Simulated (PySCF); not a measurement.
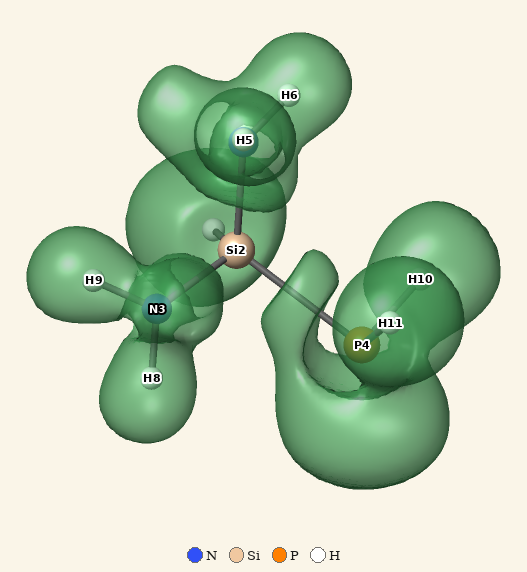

Figure. H₇N₂PSi. Isosurface of the ELF at 0.75 (green), seen at a tilt. Core shells and regions of very low density are left out.

Geometry: GFN2-xTB.

Level of theory: PBE0/def2-SVPD, SCF density, gas phase in PySCF.

Input file:

```
{"job": {"kind": "uv", "xc": "PBE0", "basis": "def2-SVPD", "nstates": 8, "ntriplets": 3}, "charge": 0, "multiplicity": 1}
N     -0.016781     1.346754     0.886146
Si    -0.365824     0.183157    -0.342689
N     -1.266119    -1.026702     0.488148
P      1.322267    -0.974673    -1.305686
H      0.237234     1.003021     1.798933
H      0.551059     2.144235     0.650790
H     -1.023167     0.957613    -1.404289
H     -1.411871    -1.909010     0.025036
H     -2.101734    -0.745176     0.974190
H      2.032168     0.158801    -1.655807
H      2.048191    -1.135350    -0.140736
```

Command:

```sh
OMP_NUM_THREADS=1 python probes_run.py task.json out
```

### Describe the localisation domains.

At this value the surface marks out one region around a hydrogen nucleus, two joined regions spread over several atoms (H, N), in which their bonds and any lone pairs are merged and one joined region spread over several atoms (H, P), in which their bonds and any lone pairs are merged. Profiles from the grid: Si–N (1.72 Å): the ELF peaks at about 0.90 between the atoms: a polar covalent bond. Si–P (2.26 Å): the ELF peaks at about 0.95 between the atoms (a covalent bond).
